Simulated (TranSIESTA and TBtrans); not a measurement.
System: Si chain with one N atom inserted. Leads: straight Si chain, spacing 2.25 Å. Geometry: 3 atoms about the centre moved by SIESTA (PBE, DZP) to a largest force of 0.00 eV/Å, all others as built, motion along the axis alone.

TranSIESTA and TBtrans, PBE, DZP numerical orbitals (energy shift 0.15 eV), PseudoDojo norm-conserving scalar-relativistic potentials, mesh cutoff 200 Ry, 300 K, spin-polarised (collinear), no spin-orbit coupling; self-consistent non-equilibrium Green functions.

Energies count from the leads' Fermi level. Transmissions are for each spin. The energy step is 0.01 eV; narrower resonances are cut or missed.

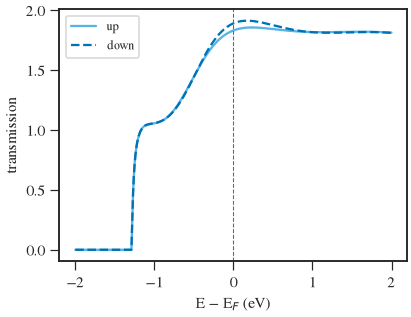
*Transmission against energy*

```tsv
E (eV)	T up	T down	lead channels up	down
-2.00	0	0	0	0
-1.80	0	0	0	0
-1.60	0	0	0	0
-1.40	0	0	0	0
-1.20	0.95	0.94	band edge	band edge
-1.00	1.06	1.06	3	3
-0.80	1.13	1.13	3	3
-0.60	1.32	1.32	3	3
-0.40	1.56	1.57	3	3
-0.20	1.74	1.79	3	3
0.00	1.83	1.89	3	3
0.20	1.86	1.91	3	3
0.40	1.85	1.89	3	3
0.60	1.84	1.86	3	3
0.80	1.82	1.83	3	3
1.00	1.82	1.82	3	3
1.20	1.82	1.81	3	3
1.40	1.82	1.81	3	3
1.60	1.82	1.82	3	3
1.80	1.82	1.82	3	3
2.00	1.81	1.81	3	3
```

Moments were seeded on the central atoms alone, and one start was tried. The straight chain is held at its spacing; free chains may zigzag or dimerise.
